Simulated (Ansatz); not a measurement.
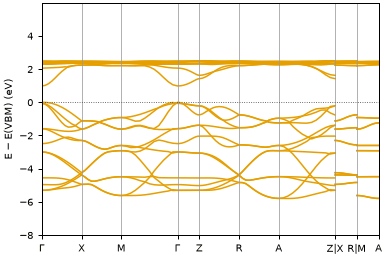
Figure. Band structure from the program Ansatz at the r²SCAN level (PAW)

Question: Read off the gap and where the band edges lie.

Answer: About 1.0 eV (0.98 eV by a search for the band edges); maximum at Γ, minimum at Γ.

Question: Which compound is it?
A) LaTeCl, P4/nmm (La on 2c, Te on 2c, Cl on 2a)
B) SmCl2, rutile
C) K2PtCl4, P4/mmm (K on 2e, Pt on 1a, Cl on 4j)
D) LaSF, P4/nmm (La on 2c, S on 2c, F on 2a)

Answer: A, LaTeCl, P4/nmm (La on 2c, Te on 2c, Cl on 2a)

The first step of the workflow began from a Materials Project structure, measured or hypothetical; the Crystallography Open Database copy checked does not list it. Whether it is the stable phase at ambient conditions was not checked. The r²SCAN relaxation kept the symmetry of its start; its stability against distortions is not shown here. Scalar-relativistic: spin–orbit coupling is off unless named, which matters more the heavier the elements.

Potentials: the later of the program's two PAW sets.
